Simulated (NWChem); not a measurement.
# M06-2X/MINI run of [NO2]+ (SMILES O=[N+]=O)

Aim: the vertical ionisation energy of [NO2]+ at M06-2X/MINI, from 2 runs. 

Program for the calculation: NWChem 7.3.0.

1 further run of the same task is left out (set aside as unsound or not needed).

## 1. Starting point

The species is [NO2]+ (3 atoms), meant as a singlet with charge +1. As SMILES, `O=[N+]=O`. The coordinates come from a PBE0-D4/def2-TZVP relaxation.

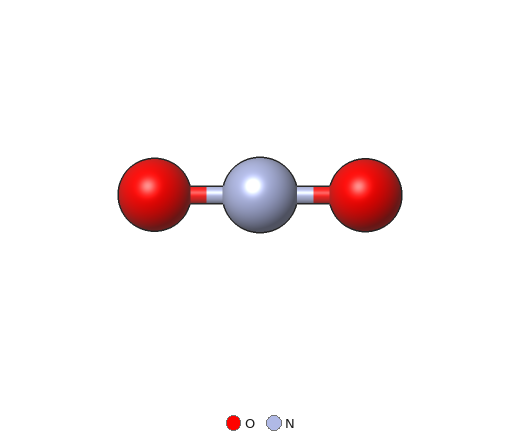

The structure, seen from a chosen angle (oxygen red, nitrogen light blue).

## 2. A single-point energy at M06-2X/MINI

test.nw

```
START test
TITLE "NO2 energy"
memory stack 880 mb heap 220 mb global 1100 mb
charge 1

GEOMETRY units angstrom noautosym nocenter noautoz
   O     -0.572980     0.927020    -0.209580
   N     -0.000010    -0.000010     0.000000
   O      0.572990    -0.927010     0.209580
END

BASIS "ao basis" spherical bse
   * library MINI
END

DFT
   xc m06-2x
   grid fine
   convergence energy 1e-08
   maxiter 100
   mulliken
   noprint "final vectors analysis"
END

TASK dft energy
```

Launch:

```
$ nwchem test.nw > test.out
```

The program printed, shortened:

```text
[...]
          Wavefunction type:  closed shell.
          No. of atoms     :     3
          No. of electrons :    22
[...]
          Charge           :     1
          Spin multiplicity:     1
[...]
          AO basis - number of functions:    15
[...]
              XC Information
              --------------
                       M06-2X Method XC Functional
                     Hartree-Fock (Exact) Exchange  0.540
                        M06-2X Exchange Functional  1.000
                      M06-2X Correlation Potential  1.000
[...]
 d= 0,ls=0.0,diis     1   -202.7446611151 -2.71D+02  1.33D-01  1.43D+00     0.1
[...]
 d= 0,ls=0.0,diis     8   -202.9283436310 -3.96D-11  1.01D-07  3.68D-12     0.5
         Total DFT energy =     -202.928343630991
      One electron energy =     -399.849277589822
           Coulomb energy =      151.171055225983
    Exchange-Corr. energy =      -22.914288411844
 Nuclear repulsion energy =       68.664167144692
[...]
      Total Density - Mulliken Population Analysis
     ---------------------------------------------
    Atom       Charge   Shell Charges
 -----------   ------   -------------------------------------------------------
    1 O    8     7.83   2.00  1.89  3.95
    2 N    7     6.34   1.99  1.05  3.29
    3 O    8     7.83   2.00  1.89  3.95
[...]
```

Run time: 1 s. Hardware: 1 thread of Intel Xeon 6975P-C (Granite Rapids), shared host; peak memory 0.1 GiB.

## 3. Doublet [NO2]2+ at the same level

no2.nw

```
start no2
memory 2200 mb
charge 2

geometry noautosym nocenter noautoz
   O    -0.572980    0.927020   -0.209580
   N    -0.000010   -0.000010    0.000000
   O     0.572990   -0.927010    0.209580
end

basis spherical bse
   * library MINI
end

dft
   xc m06-2x
   mult 2
   grid fine
   convergence energy 1e-08
   iterations 100
   mulliken
   print low
end

task dft energy
```

Launch:

```
$ nwchem no2.nw > no2.out
```

The program printed, shortened:

```text
[...]
 d= 0,ls=0.0,diis     1   -201.7566360711 -2.70D+02  5.21D-02  1.85D-01     0.1
[...]
 d= 0,ls=0.0,diis    10   -201.8744416042 -4.39D-09  2.06D-07  5.35D-12     0.9
[...]
         Total DFT energy =     -201.874441604221
      One electron energy =     -388.698929856316
           Coulomb energy =      140.422053276099
    Exchange-Corr. energy =      -22.261732168697
 Nuclear repulsion energy =       68.664167144692
[...]
      Total Density - Mulliken Population Analysis
     ---------------------------------------------
    Atom       Charge   Shell Charges
 -----------   ------   -------------------------------------------------------
    1 O    8     7.43   2.00  1.93  3.50
    2 N    7     6.13   1.99  1.00  3.15
    3 O    8     7.43   2.00  1.93  3.50
[...]
      <S2> =      0.7908 (Exact =     0.7500)
[...]
```

Run time: 1.4 s. Hardware: 1 thread of Intel Xeon 6975P-C (Granite Rapids), shared host; peak memory 0.1 GiB.

## 4. Results

At M06-2X/MINI:

```
                                            quantity          value
                        singlet [NO2]+: total energy  -202.92834 Eh
                       doublet [NO2]2+: total energy  -201.87444 Eh
                               doublet [NO2]2+: ⟨S²⟩          0.791
vertical ionisation energy (to the doublet dication)      28.678 eV
```

What this shows: Removing an electron at fixed nuclei costs 28.68 eV (2767 kJ/mol). In a minimal basis such a difference can be off by several eV, whatever the method. Mulliken charges (singlet [NO2]+) run from +0.17 on O1 to +0.66 on N2; they depend strongly on the basis. Mulliken charges (doublet [NO2]2+) run from +0.57 on O1 to +0.87 on N2; they depend strongly on the basis.
